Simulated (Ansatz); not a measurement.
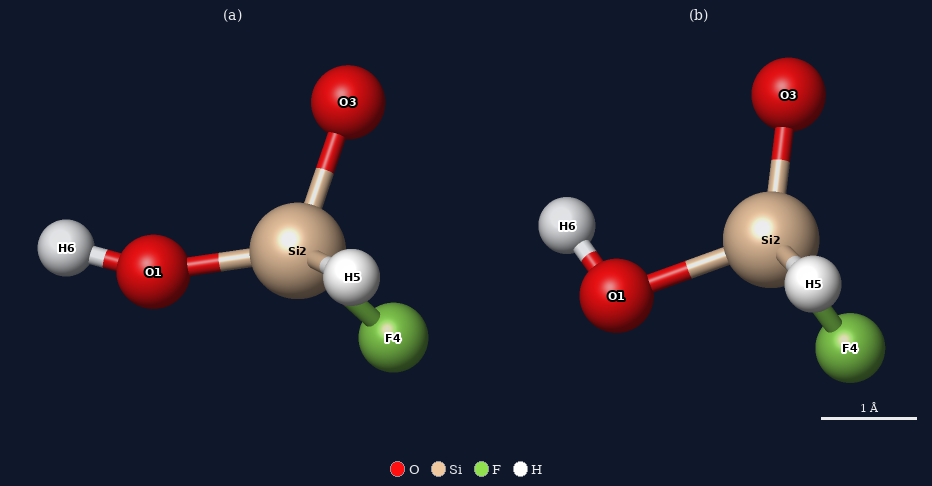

The structure of SiH2O2F (charge −1) before (left) and after (right) a relaxation, at one scale.

Style: ball-and-stick. Shown face on.

It is one of the separated reactants of a reaction.

Method: RKS PBE-D4/def2-SVPD in Ansatz. Set-up: force threshold 0.03 eV/Å; at most 250 steps.

Question: What changed between the two?

Answer: The energy falls by 1.501 eV in 10 accepted moves (11 points after the start). Largest force component: 7.2 eV/Å at the start, 0.01 eV/Å at the end. The line search rejected the trial step at point 4 of the run. H6 moves most after the best rigid fit: 0.44 Å. Largest moves by element: H 0.44 Å, O 0.28 Å, F 0.15 Å, Si 0.14 Å. Near-neighbour distances that change, for instance: O1–Si2 1.549 → 1.734 Å, Si2–O3 1.687 → 1.587 Å, Si2–F4 1.638 → 1.701 Å, Si2–H5 1.505 → 1.518 Å. Bond angles that change, for instance: Si2–O1–H6 156.7° → 105.7°, O1–Si2–F4 116.5° → 101.2°, O3–Si2–H5 103.8° → 119.0°. Cost: 18 s on 2 threads of Arm Neoverse V2 (shared host).
